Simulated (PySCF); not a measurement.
FH2Si (SMILES F[SiH2]) (doublet)

```yaml
atoms:
  - { symbol: F, position_ang: [1.4063, -0.2652, -0.1237] }
  - { symbol: Si, position_ang: [-0.1147, 0.0235, 0.3570] }
  - { symbol: H, position_ang: [-0.8755, -1.1093, -0.1271] }
  - { symbol: H, position_ang: [-0.4059, 1.3558, -0.1290] }
```

Geometry: GFN2-xTB.

The calculation used UKS B3LYP, pcH-1 on F H Si, non-relativistic, mean-field spin-orbit, GIAO in PySCF 2.14.0, density-fitted response routines.

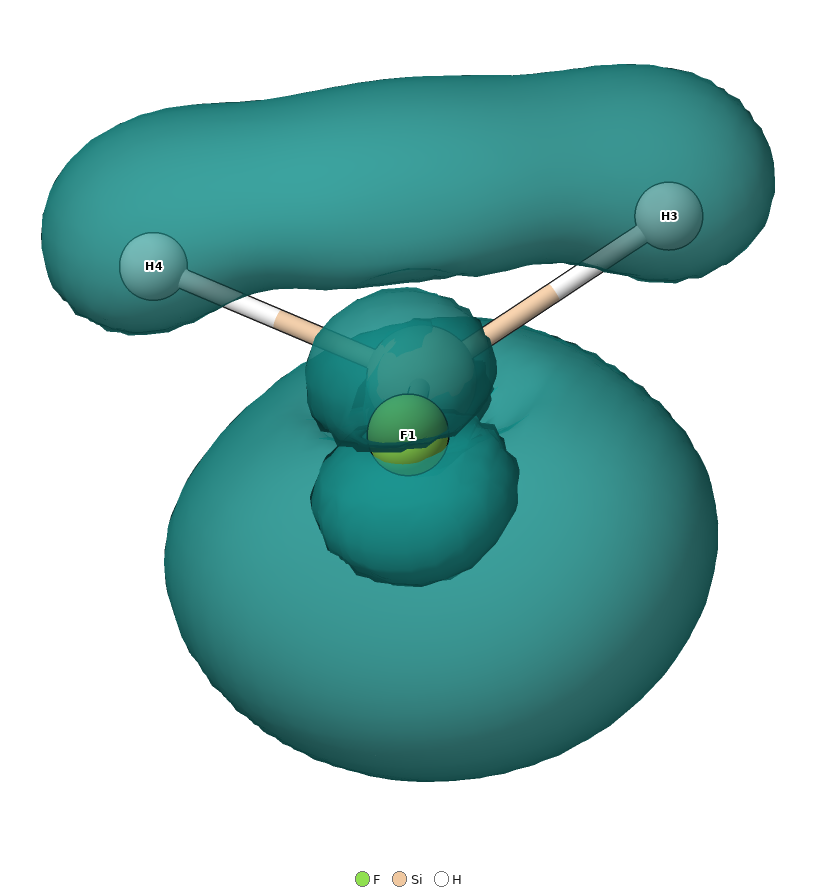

Figure 1. Isosurfaces of the spin density (α minus β) at +0.02 (teal) and −0.02 e/Å³ (pink), seen at an oblique angle.

**Describe the spin distribution.**

The unpaired spin (1 electron) lies mostly on Si2 (about 0.8) and F1 (about 0.1), in electrons by Hirshfeld's partition. Only one sign reaches the isovalue.

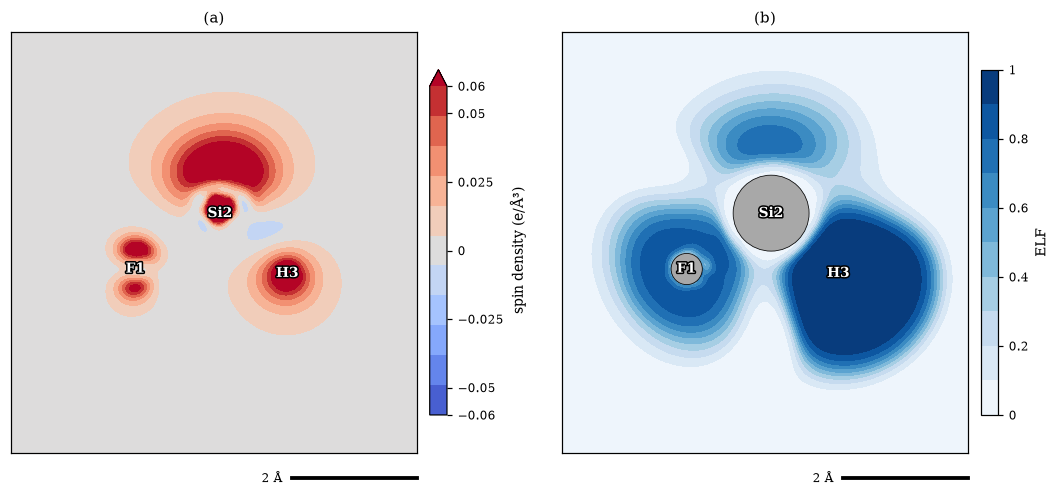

Figure 2. (a) spin density (α minus β); (b) ELF on the plane of atoms F1, Si2 and H3. Grey discs cover the atomic cores in the ELF map.

**What does the map show?**

The section cuts through F, Si and H sites.
Si–F (1.62 Å): the ELF peaks at about 0.85 in the valence shell of F, 0.6 Å from its nucleus, and is about 0.50 at the midpoint.
Si–H (1.45 Å): the ELF climbs to about 1 towards the hydrogen, as it does in any bond to H.
The ELF also peaks beside F1, away from the bonds: non-bonding electrons, paired or unpaired.

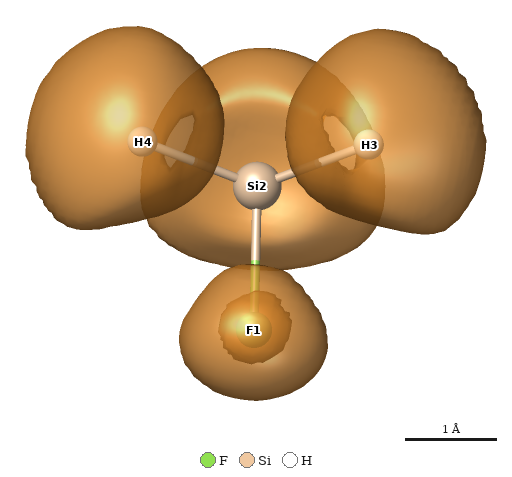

Figure 3. Isosurface of the ELF at 0.75 (orange), seen across its widest extent. Only the valence region is drawn (cores and ρ < 0.01 e/Å³ removed).

**Identify the bonds, lone pairs and shells in this picture.**

The ELF exceeds this value in one region wrapped around F (its lone pairs, merged into a ring or cap) and one joined region spread over several atoms (H, Si), in which their bonds and any lone pairs are merged.
